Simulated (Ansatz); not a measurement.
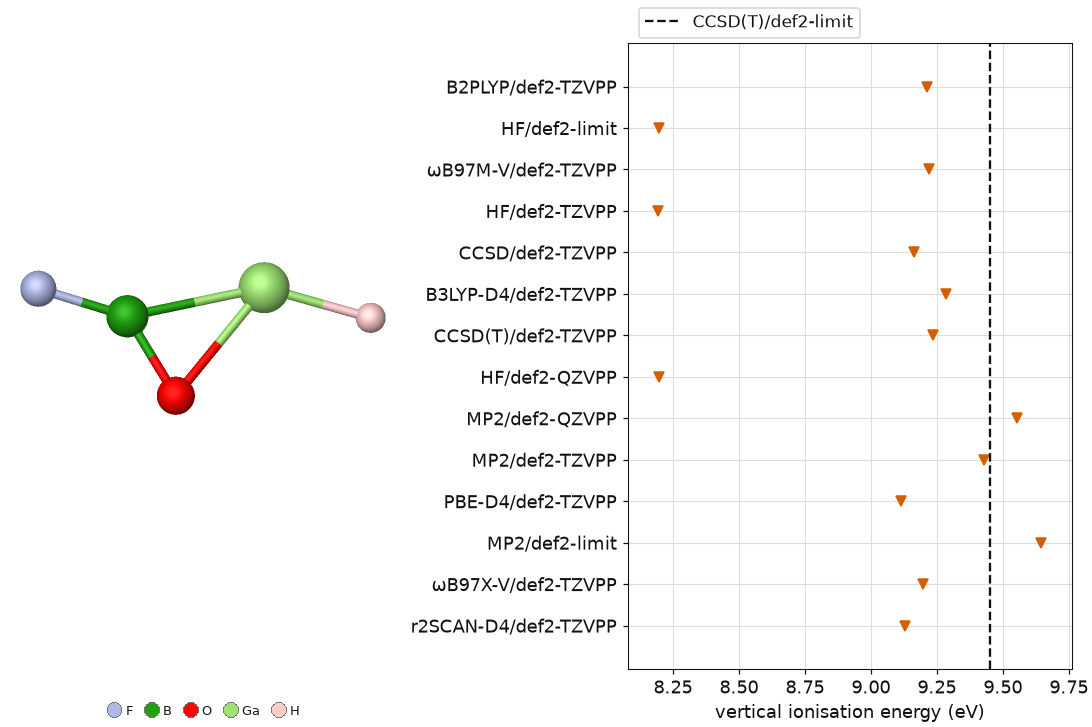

Vertical ionisation energy of GaBHOF, SMILES F[B]1[O][GaH]1, singlet, taken as the energy of the cation less that of the neutral at fixed geometry (unrestricted doublet cation, cores frozen in correlated methods, no spin-orbit coupling), the Ansatz code, at a PBE0-D4/def2-TZVP geometry (a minimum by its frequencies). Limit means an estimate of the basis limit from triple and quadruple zeta; for coupled cluster it is either extrapolated directly or built as the MP2 limit plus the step from MP2 in triple zeta. B2PLYP/def2-TZVPP holds a correlation term that converges slowly with the basis, so part of the distance to the limit is basis error. The distance of CCSD/def2-TZVPP, CCSD(T)/def2-TZVPP, MP2/def2-QZVPP and MP2/def2-TZVPP to the limit includes basis error.

What range do the values span, the line included?

From 8.19 eV (HF/def2-TZVPP) to 9.65 eV (MP2/def2-limit).

Give the values.

```csv
level,eV,less CCSD(T)/def2-limit
B2PLYP/def2-TZVPP,9.21,−0.24
HF/def2-limit,8.20,−1.25
ωB97M-V/def2-TZVPP,9.22,−0.23
HF/def2-TZVPP,8.19,−1.26
CCSD/def2-TZVPP,9.16,−0.29
B3LYP-D4/def2-TZVPP,9.28,−0.17
CCSD(T)/def2-TZVPP,9.23,−0.22
HF/def2-QZVPP,8.20,−1.25
MP2/def2-QZVPP,9.55,0.10
MP2/def2-TZVPP,9.43,−0.02
PBE-D4/def2-TZVPP,9.12,−0.34
MP2/def2-limit,9.65,0.19
ωB97X-V/def2-TZVPP,9.20,−0.26
r2SCAN-D4/def2-TZVPP,9.13,−0.32
CCSD(T)/def2-limit,9.45,0.00
```

Limits of at least one run: no scalar relativity up to krypton; outer-core shells are correlated without core-valence functions, which makes the correlated values less sure.
